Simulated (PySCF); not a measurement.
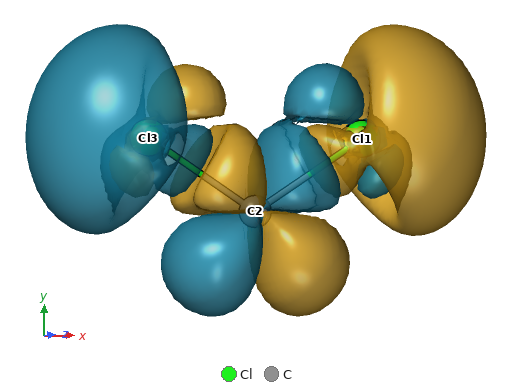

CCl₂, SMILES `Cl[C]Cl`. Change of the electron density in a uniform field of 0.41 V/Å, surfaces at ±0.002 e/Å³ (yellow: gain, teal: loss).

PySCF calculation, HF/6-311+G**, gas phase; geometry: GFN2-xTB. No frequency check shows the geometry to be a minimum. The basis has diffuse s and p functions alone, which still leaves polarisabilities too small, most of all across bonds. GFN2-xTB bond lengths at metals and heavier atoms can be off by up to 0.1 Å and shapes distorted, which carries into these values.

### Along which Cartesian direction does the field point?

Along −x: electrons gather on the +x side, against the field.

### What dipole is induced, and what polarisability does it imply?

The induced dipole is 0.96 D (along the field); α along this axis, from the fields in both directions, is 47 bohr³ (7.0 Å³).

### Which atoms gain and lose the most charge?

Electrons gather most on Cl1 (Hirshfeld charge changes by −0.042 e) and leave Cl3 most (+0.043 e); 0.080 electrons are displaced in all.
